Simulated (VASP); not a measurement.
Band structure of GaN (zinc blende). Computed with PBE GGA, VASP's PBE PAW potentials (set 64) (plane waves; VASP).

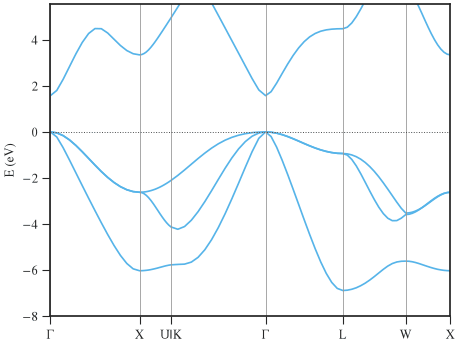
*Bands along high-symmetry lines, zero at the valence-band maximum or, without a gap, the Fermi level*

### Question
Read the plot: is there a gap, and where are the band edges?

### Answer
The gap is direct, 1.58 eV, from the valence maximum at Γ to the conduction minimum at Γ. (Edges off the drawn lines would not show.)

The compound is GaN in the zinc blende structure, a metastable form; wurtzite is the usual one. It was relaxed first.
